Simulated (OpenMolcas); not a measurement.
# H2O (water): HF/cc-pVQZ (RICD fitting, fitting threshold 1e-05)

Aim: the vertical electron affinity of H2O (water) at HF/cc-pVQZ (RICD fitting, fitting threshold 1e-05), from 2 runs. 

The results are computed with OpenMolcas 26.06.

## (1) The structure to begin with

The species is H2O (3 atoms), meant as a singlet with charge 0. SMILES: `O`. The shape is that of a PBE0-D4/def2-TZVP optimisation.

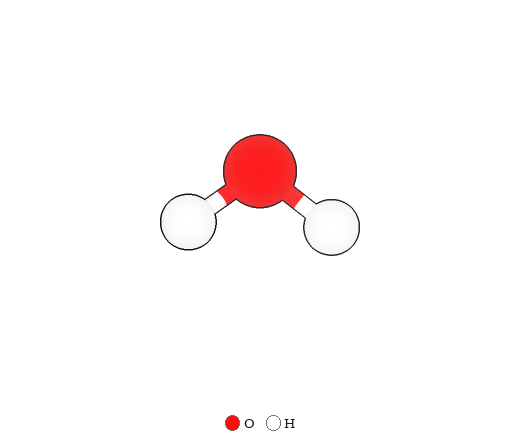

Viewed from a chosen angle; oxygen red, hydrogen white.

## (2) Energy and forces at HF/cc-pVQZ (RICD fitting, fitting threshold 1e-05)

The input, geom.xyz:

```xyz
3

O     -0.302700     0.200200    -0.140600
H      0.466500     0.548400     0.315300
H     -0.163800    -0.748600    -0.174700
```

The input, job.input:

```
&GATEWAY
BASLIB=$CurrDir
COORD=geom.xyz
BASIS=cc-pVQZ
GROUP=NoSym
RICD
CDTHRESHOLD=1e-05
&SEWARD
&SCF
PRORBITALS=1 1
&ALASKA
```

The basis set cc-pVQZ is read from a file made from the Basis Set Exchange's data (not shown).

The run is started by

```bash
$ export MOLCAS_MEM=1860
$ pymolcas job.input > job.log
```

Standard output:

```text
--- Start Module: gateway ---
[...]
--- Stop Module: gateway /rc=_RC_ALL_IS_WELL_ ---
[...]
      Basis functions          115
[...]
--- Start Module: scf ---
[...]
       Convergence after   9 Iterations
[...]
::    Total SCF energy                                -76.0646789970
[...]
      Total spin, S                                     0.0000000000
[...]
      Total electronic charge=   10.000000
      Total            charge=   -0.000000
[...]
      Dipole Moment (debye):
      Origin of the operator (angstrom)=   -0.2519    0.1666   -0.1170
                   X=  1.5557E+00               Y= -1.0290E+00               Z=  7.2261E-01           Total=  2.0003E+00
      Quadrupole Moment (debye*angstrom):
[...]
--- Stop Module: scf /rc=_RC_ALL_IS_WELL_ ---
[...]
--- Start Module: alaska ---
[...]
 *              Molecular gradients               *
 **************************************************
  Irreducible representation: a
 ------------------------------------------------------------------------------------------
                              X                       Y                       Z
 ------------------------------------------------------------------------------------------
  O1               -2.12206283835661E-02    1.39973692719551E-02   -9.86101201366418E-03
  H2                1.74626524860546E-02    7.07466753781438E-03    1.02544529250004E-02
  H3                3.75797589724269E-03   -2.10720368107533E-02   -3.93440911409415E-04
 ------------------------------------------------------------------------------------------
--- Stop Module: alaska /rc=_RC_ALL_IS_WELL_ ---
[...]
```

Run time: 6 s. Hardware: 1 thread of Arm Neoverse V2, shared host; peak memory 0.2 GiB.

## (3) The doublet anion, same level

geom.xyz is that of step 2.

The input, job.inp:

```
&gateway
  baslib = $CurrDir
  coord = geom.xyz
  basis = cc-pVQZ
  group = NoSym
  ricd
  cdthreshold = 1e-05

&seward

&scf
  uhf
  charge = -1
  spin = 2
  prorbitals = 1 1

&alaska
```

The basis set cc-pVQZ is read from a file made from the Basis Set Exchange's data (not shown).

The run is started by

```bash
$ export MOLCAS_MEM=1860
$ pymolcas job.inp > job.log
```

Standard output:

```text
--- Start Module: gateway ---
[...]
--- Stop Module: gateway /rc=_RC_ALL_IS_WELL_ ---
[...]
      Basis functions          115
[...]
--- Start Module: scf ---
[...]
       Convergence after  15 Iterations
[...]
::    Total SCF energy                                -75.9518540819
[...]
      Total spin, S                                     0.5011726284
[...]
      Total electronic charge=   11.000000
      Total            charge=   -1.000000
[...]
      Dipole Moment (debye):
      Origin of the operator (angstrom)=   -0.2519    0.1666   -0.1170
                   X= -8.6249E-01               Y=  5.6977E-01               Z= -4.0069E-01           Total=  1.1086E+00
      Center of Charge (angstrom)
[...]
--- Stop Module: scf /rc=_RC_ALL_IS_WELL_ ---
[...]
--- Start Module: alaska ---
[...]
 *              Molecular gradients               *
 **************************************************
  Irreducible representation: a
 ------------------------------------------------------------------------------------------
                              X                       Y                       Z
 ------------------------------------------------------------------------------------------
  O1                1.16288869749446E-02   -7.71995759695887E-03    5.39814032398489E-03
  H2               -6.07999354521782E-03    3.29278304651703E-03   -2.90789928891333E-03
  H3               -5.54889342983900E-03    4.42717454931385E-03   -2.49024103500328E-03
 ------------------------------------------------------------------------------------------
--- Stop Module: alaska /rc=_RC_ALL_IS_WELL_ ---
[...]
```

It took 9.3 s on 1 thread of Arm Neoverse V2, shared host; peak memory 0.2 GiB.

## (4) Outcome

At HF/cc-pVQZ (RICD fitting, fitting threshold 1e-05):

```
                                         quantity         value
                        singlet H2O: total energy  -76.06468 Eh
                       singlet H2O: dipole moment        2.00 D
                         singlet H2O: HOMO energy     -13.82 eV
                         singlet H2O: LUMO energy       3.18 eV
                       singlet H2O: HOMO–LUMO gap      17.00 eV
            singlet H2O: largest force on an atom    1.402 eV/Å
                      doublet anion: total energy  -75.95185 Eh
doublet anion: HOMO energy (highest over α and β)       2.94 eV
 doublet anion: LUMO energy (lowest over α and β)       9.21 eV
                              doublet anion: ⟨S²⟩         0.752
          doublet anion: largest force on an atom    0.770 eV/Å
vertical electron affinity (to the doublet anion)     -3.070 eV
```

The anion lies 3.07 eV (296 kJ/mol) above the neutral: the electron isn't bound at this level, and such a value depends on the basis. Without diffuse functions anions come out too high. Hartree–Fock misses the correlation that binds many anions. The largest force (singlet H2O) is 1.40 eV/Å: the shape isn't a stationary point for this species at this level. The HOMO (doublet anion) lies at positive energy, 2.94 eV: the electron is unbound at this level or held by a compact basis; values depend on the basis.
